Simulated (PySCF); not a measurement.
**What a change does: NMR shielding calculation on C5H5B**

System: C5H5B, SMILES C#CBC#CC.
Method of run 1: GIAO HF/pcSseg-2 NMR shielding, non-relativistic, gas phase (PySCF 2.14.0).

The geometry comes from this level: PBE0-D3(BJ)/def2-SVP. Text and figures count atoms from 1; the logs count them from 0 in places.

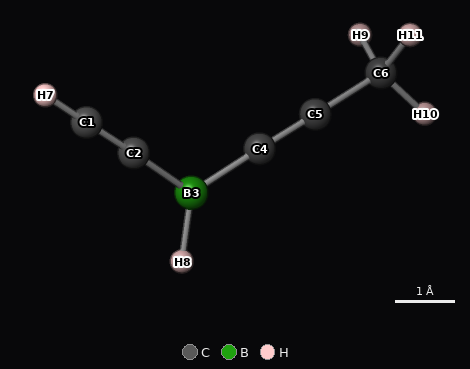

**Figure 1.** The structure (ball-and-stick view, seen at a tilt; atoms are numbered from 1 in the order of the input).

Input file, run 1:
```
{"job": {"kind": "nmr", "xc": "HF", "basis": "pcSseg-2", "pop": false}, "charge": 0, "multiplicity": 1}
C      3.463500    -0.607761     0.317256
C      2.486541     0.106693     0.166374
B      1.291068     1.024003    -0.023482
C     -0.118894     0.491085    -0.062824
C     -1.270512     0.081268    -0.096277
C     -2.630050    -0.415043    -0.140009
H      4.321283    -1.242731     0.450298
H      1.484219     2.212388    -0.145121
H     -2.825567    -0.890969    -1.114598
H     -3.365733     0.392668    -0.004350
H     -2.797633    -1.177351     0.637021
```

The first line tells a small driver script what to run in PySCF; the rest is the geometry in Å.

Command:
```bash
OMP_NUM_THREADS=1 python <driver script> task.json out
```

Hardware: 1 CPU thread, shared host.

Output (run 1):
```
final grid: 94112 points
cycle   1  E = -216.8157352866  dE =  1.067e+00  |g| = 4.537e-01  |ddm| = 3.360e+00
cycle   2  E = -216.8855294933  dE = -6.979e-02  |g| = 2.062e-01  |ddm| = 9.204e-01
cycle   3  E = -216.8948823189  dE = -9.353e-03  |g| = 1.115e-01  |ddm| = 3.559e-01
cycle   4  E = -216.8985655079  dE = -3.683e-03  |g| = 2.263e-02  |ddm| = 1.924e-01
cycle   5  E = -216.8987407852  dE = -1.753e-04  |g| = 5.740e-03  |ddm| = 4.013e-02
cycle   6  E = -216.8987674716  dE = -2.669e-05  |g| = 3.008e-03  |ddm| = 2.467e-02
cycle   7  E = -216.8987772434  dE = -9.772e-06  |g| = 1.699e-03  |ddm| = 7.366e-03
cycle   8  E = -216.8987810152  dE = -3.772e-06  |g| = 7.727e-04  |ddm| = 3.728e-03
cycle   9  E = -216.8987821570  dE = -1.142e-06  |g| = 2.828e-04  |ddm| = 2.212e-03
cycle  10  E = -216.8987822678  dE = -1.108e-07  |g| = 7.559e-05  |ddm| = 1.106e-03
cycle  11  E = -216.8987822732  dE = -5.422e-09  |g| = 2.075e-05  |ddm| = 3.181e-04
cycle  12  E = -216.8987822735  dE = -3.091e-10  |g| = 8.976e-06  |ddm| = 7.794e-05
converged SCF energy = -216.8987822735

GIAO shielding tensors (ppm)
atom      isotropic    diamagn.    paramagn.     s11        s22        s33       span
  0 C       59.633     262.783    -203.150      6.674     29.689    142.536    135.862
  1 C      107.444     260.824    -153.380    -10.183      0.783    331.732    341.916
  2 B       66.699     202.038    -135.339     20.658     41.439    138.001    117.344
  3 C      107.141     259.993    -152.852      5.878      9.314    306.230    300.351
  4 C       44.821     263.556    -218.735    -25.194      8.510    151.147    176.340
  5 C      185.941     243.847     -57.906    180.756    181.279    195.786     15.030
  6 H       26.906      33.479      -6.573     24.272     24.771     31.676      7.403
  7 H       26.443      26.946      -0.503     25.165     26.260     27.905      2.740
  8 H       29.484      29.804      -0.319     25.032     27.545     35.875     10.843
  9 H       29.519      28.400       1.119     24.624     27.623     36.310     11.686
 10 H       29.497      30.474      -0.977     24.740     27.720     36.031     11.291
```

The input of run 2 differs as follows (lines with − go, lines with + come):
```diff
-"xc": "HF"
+"xc": "OPBE"
```

Predict how the results change.

The total energies belong to different methods, so their difference says nothing on which is more stable or more accurate. The HOMO goes from −10.29 to −6.40 eV. The LUMO goes from 1.14 to −3.13 eV. The dipole moment goes from 1.73 to 2.09 D. Of all shieldings, the largest change is that of C4, by −26.8 ppm. The method changes from HF to OPBE. Exact exchange removes part of the self-interaction error of semilocal functionals, which pushes filled and empty levels apart. The SCF takes 16 iterations against 12.

Output (run 2):
```
coarse grid: 9616 points
cycle   1  E = -218.1535436522  dE =  4.756e-01  |g| = 5.730e-01  |ddm| = 2.639e+00
cycle   2  E = -217.9755890506  dE =  1.780e-01  |g| = 9.465e-01  |ddm| = 1.774e+00
cycle   3  E = -218.1603281138  dE = -1.847e-01  |g| = 5.469e-01  |ddm| = 1.329e+00
cycle   4  E = -218.2413694911  dE = -8.104e-02  |g| = 5.626e-02  |ddm| = 3.570e-01
cycle   5  E = -218.2421882043  dE = -8.187e-04  |g| = 2.350e-02  |ddm| = 8.951e-02
cycle   6  E = -218.2423492476  dE = -1.610e-04  |g| = 8.175e-03  |ddm| = 2.891e-02
cycle   7  E = -218.2423578051  dE = -8.557e-06  |g| = 5.412e-03  |ddm| = 9.270e-03
cycle   8  E = -218.2423651814  dE = -7.376e-06  |g| = 1.456e-03  |ddm| = 4.655e-03
final grid: 94112 points
cycle   9  E = -218.2362446013  dE = -2.823e-04  |g| = 8.958e-03  |ddm| = 2.658e-01
cycle  10  E = -218.2362252454  dE =  1.936e-05  |g| = 1.237e-02  |ddm| = 2.189e-02
cycle  11  E = -218.2362567117  dE = -3.147e-05  |g| = 6.028e-03  |ddm| = 1.248e-02
cycle  12  E = -218.2362667907  dE = -1.008e-05  |g| = 1.091e-03  |ddm| = 4.545e-03
cycle  13  E = -218.2362669321  dE = -1.415e-07  |g| = 7.942e-04  |ddm| = 1.163e-03
cycle  14  E = -218.2362670694  dE = -1.373e-07  |g| = 3.281e-04  |ddm| = 7.348e-04
cycle  15  E = -218.2362670995  dE = -3.016e-08  |g| = 5.506e-05  |ddm| = 3.173e-04
cycle  16  E = -218.2362671003  dE = -7.607e-10  |g| = 2.115e-05  |ddm| = 7.152e-05
converged SCF energy = -218.2362671003

GIAO shielding tensors (ppm)
atom      isotropic    diamagn.    paramagn.     s11        s22        s33       span
  0 C       62.603     268.739    -206.136     16.506     28.840    142.463    125.957
  1 C       82.704     269.181    -186.477    -17.650     -8.796    274.559    292.209
  2 B       53.845     198.903    -145.058      1.682     30.560    129.293    127.611
  3 C       80.360     274.370    -194.010    -12.720      7.202    246.598    259.318
  4 C       43.585     273.416    -229.832    -15.807      8.783    137.778    153.586
  5 C      174.900     250.703     -75.803    166.831    167.683    190.185     23.353
  6 H       26.855      31.301      -4.446     24.349     25.117     31.098      6.748
  7 H       25.375      26.802      -1.427     24.831     24.901     26.391      1.560
  8 H       28.833      28.485       0.348     24.779     27.081     34.639      9.860
  9 H       28.891      26.178       2.713     24.334     27.167     35.172     10.838
 10 H       28.851      29.375      -0.524     24.464     27.268     34.821     10.357
```

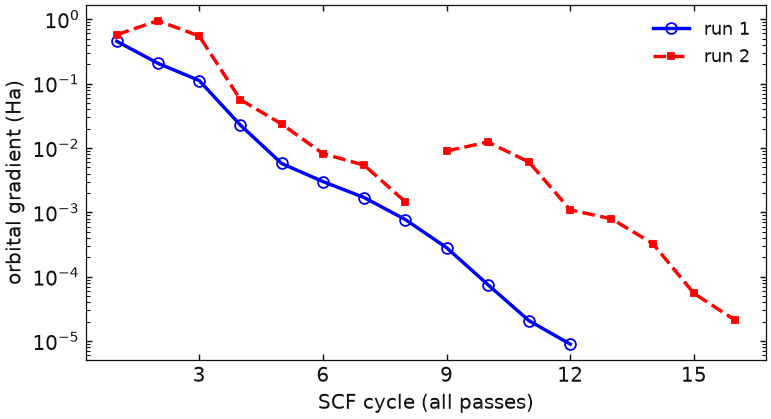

**Figure 2.** Convergence of the two runs: orbital gradient against the SCF cycle. A break in a curve parts two SCF passes (coarse and final grid). Run 1 takes 12 cycles in all, and run 2 takes 16.

The two runs side by side:

| quantity | run 1 | run 2 |
| --- | --- | --- |
| outcome | converged | converged |
| total energy (hartree) | −216.898782 | −218.236267 |
| HOMO (eV) | −10.29 | −6.40 |
| LUMO (eV) | 1.14 | −3.13 |
| dipole moment (D) | 1.73 | 2.09 |
| shielding of C1 (ppm) | 59.6 | 62.6 |
| shielding of C2 (ppm) | 107.4 | 82.7 |
| shielding of B3 (ppm) | 66.7 | 53.8 |
| shielding of C4 (ppm) | 107.1 | 80.4 |
| shielding of C5 (ppm) | 44.8 | 43.6 |
| shielding of C6 (ppm) | 185.9 | 174.9 |
| shielding of H8 (ppm) | 26.4 | 25.4 |
| SCF iterations | 12 | 16 |
| basis functions | 286 | 286 |
| wall time (shared host) | 16 s | 37 s |
